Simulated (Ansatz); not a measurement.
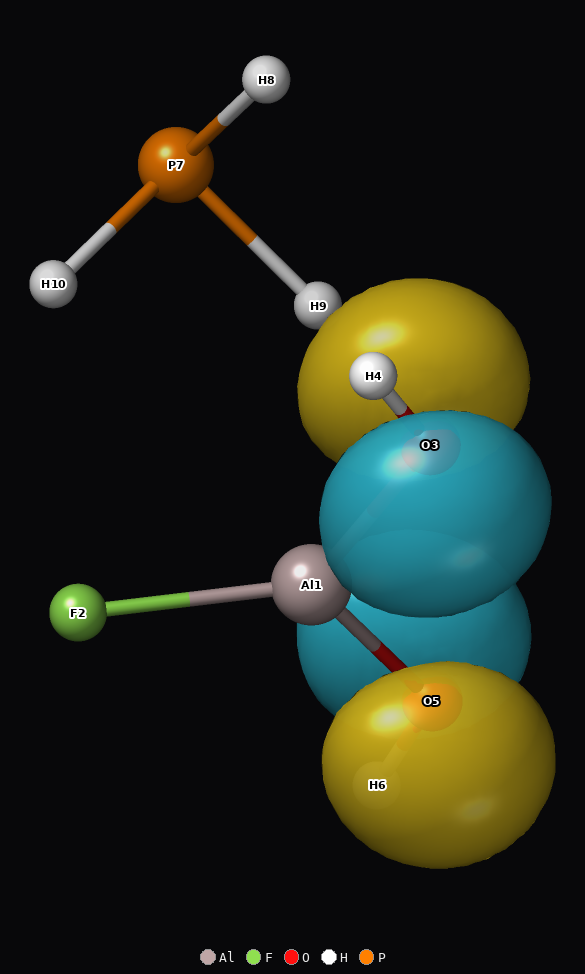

*AlFH₂O₂···PH₃. The HOMO−1 at ±0.15 Å⁻³ᐟ² (yellow and cyan are the two phases), seen at an oblique angle.*

Level of theory: Ansatz 0.2.0, RHF/6-31G*.

```xyz
10

Al    0.0581   -0.4978   -0.1642
F    -0.1626   -1.0686    1.3562
O     1.6056   -0.4031   -0.8101
H     2.3988   -0.6458   -0.3599
O    -1.2695   -0.0442   -1.0882
H    -2.1696   -0.0984   -0.8097
P     0.1650    3.0252    1.5838
H     1.4405    2.8064    1.0410
H    -0.5422    2.7043    0.4128
H     0.0415    1.7544    2.1707
```

Describe this orbital and give its energy.

Answer. By Hirshfeld shares it lies mainly on O5 (about 45 %) and O3 (about 40 %); largely a combination of lone pairs on O5 and O3. Its energy is −13.51 eV.
